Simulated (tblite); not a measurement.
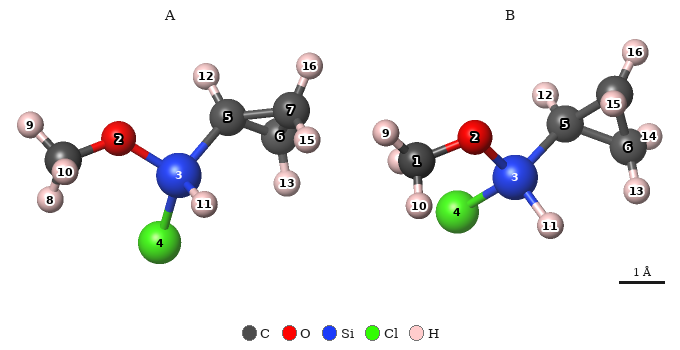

Two geometries of C4H9ClOSi, drawn at one scale. One is the start of a relaxation, the other its converged end. A ball-and-stick model, seen at a tilt.

All numbers below come from tblite 0.8.0, GFN2-xTB geometry optimisation, gas phase. 

> Which geometry has the lower energy?

Structure A is the relaxed one. After 160 geometry steps the energy has fallen by 79.1 kJ/mol. The largest move after the best rigid fit is that of Cl4, 1.21 Å. Largest moves by element: Cl 1.21 Å, H 1.14 Å, O 0.71 Å, C 0.52 Å, Si 0.20 Å. Some distances before and after: O2–Si3 1.701 → 1.619 Å, C6–C7 1.529 → 1.489 Å, C7–H16 1.119 → 1.080 Å, Si3–Cl4 2.064 → 2.029 Å. Among the angles between lasting bonds that change: C1–O2–Si3 106.1° → 128.9°, C6–C7–H16 110.7° → 118.5°, H15–C7–H16 121.2° → 113.5°. Groups turn about Si3–C5 by about 65°, O2–Si3 by about 30°.
